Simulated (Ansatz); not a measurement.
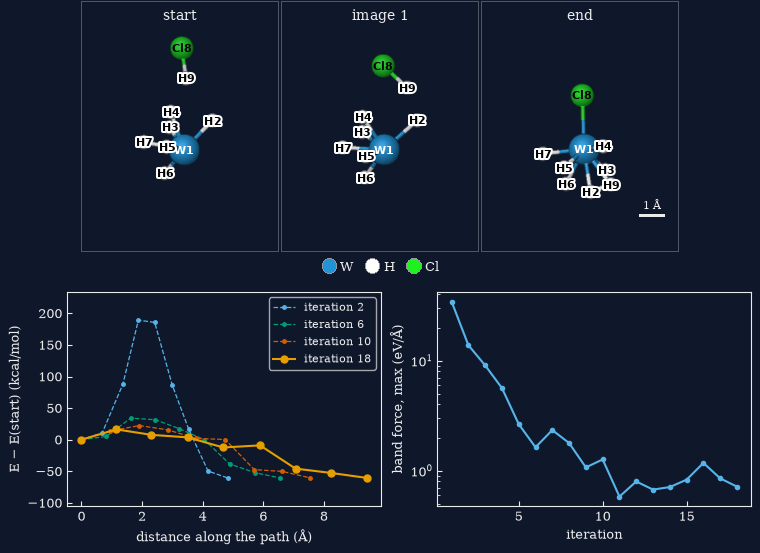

A nudged-elastic-band calculation for WH$_{7}$Cl. Images are numbered from 0 (start) to 8 (end). The plot follows the band through its iterations. The picture is a ball-and-stick view, seen from a free direction.

All numbers below come from RKS B3LYP-D4/def2-SVP (Ansatz). Set-up: 7 movable images; climbing image; force threshold 0.05 eV/Å; iteration limit 18; starting path by straight interpolation.

Q: Did the band converge, and can the barrier be trusted?

A: The result isn't final. The band hadn't converged when the run stopped after 18 iterations. The largest component of the band force went from 34 to 0.72 eV/Å. The barrier read from it is provisional, though the highest image hardly moved in the last two iterations. The straight starting path can push atoms close together and costs iterations. The first iteration put the highest image at 388.7 kcal/mol. The highest point, image 1, lies 16.3 kcal/mol above the start and 76.8 kcal/mol above the end; the end is at −60.5 kcal/mol relative to the start. The profile has 2 maxima (images 1, 5) with a dip at image 4 (−12.3 kcal/mol), which on an unconverged band is provisional.
